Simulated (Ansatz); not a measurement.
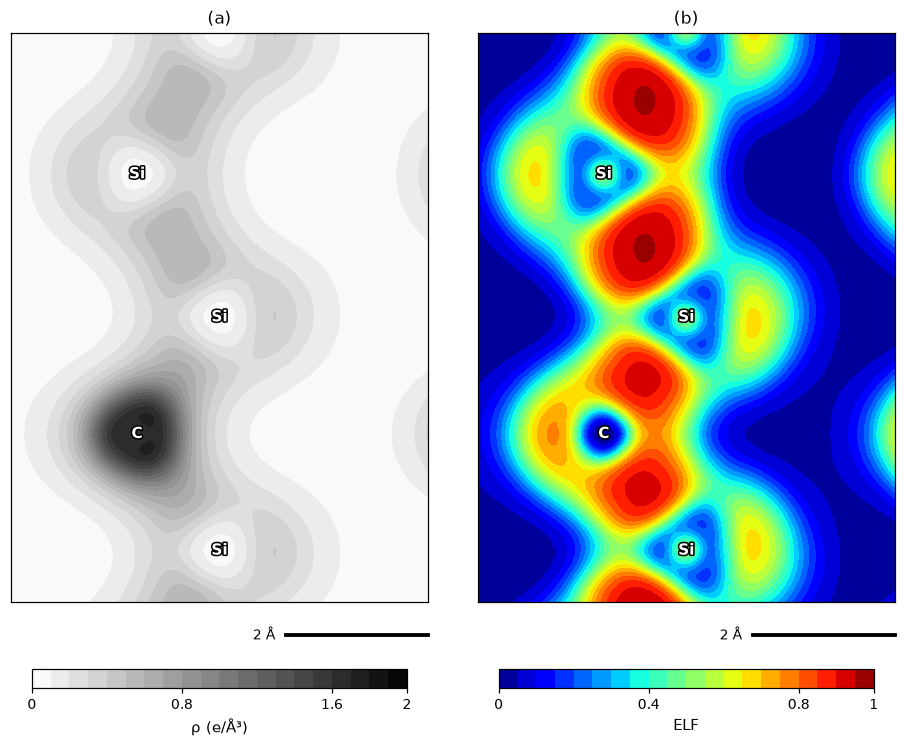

Si$_{7}$C. (a) valence charge density (pseudo); (b) electron localisation function on the (101̄) plane of the conventional cell.

Space group P-43m.

Method: DFT PBE, scalar-relativistic, plane waves, PAW (Ansatz).

In a PAW calculation such maps are meaningful between the atoms, not at the nuclei.

**Read the bonding off the picture.**

Atoms in the plane: Si and C. Si–C (2.02 Å): ρ is about 0.71 e/Å³ halfway; the ELF peaks at about 0.90 between the atoms. Si–Si (2.34 Å): ρ at the midpoint is about 0.59 e/Å³; the ELF peaks at about 0.95 between the atoms. Between the atoms the lowest density in this plane is 0.02 e/Å³.
